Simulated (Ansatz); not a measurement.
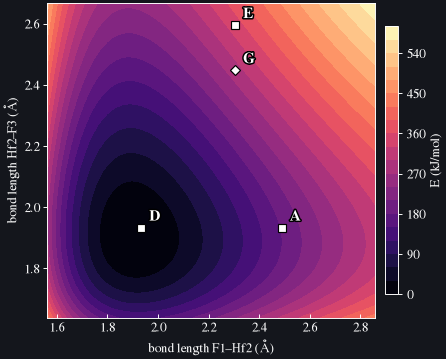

ClF3Hf, SMILES [F][Hf]([F])([F])[Cl]. First axis: bond length F1–Hf2. Second axis: bond length Hf2–F3. Nothing is relaxed (all other coordinates rigid). Grid: 15 × 15 points. Points are written as (first, second). All energies are given in kJ/mol relative to the relaxed molecule at the same level. The reference is spin-restricted, which grows unreliable where a bond is stretched far. These are results of Ansatz 0.2.0, RKS PBE-D4/def2-TZVP, not measurements.

Drawn: filled contours, lettered points. Between grid points the surface is interpolated.

What kind of point is each of A, D, E, G: minimum, saddle, maximum or slope?

Answer. A: on a slope; D: minimum; E: on a slope; G: on a slope. (In these two coordinates alone; a stationary point may lie a little off the grid point.)

Rank the lettered points by energy, lowest first.

Answer. D (1.8 kJ/mol), A (182 kJ/mol), G (285 kJ/mol), E (344 kJ/mol).
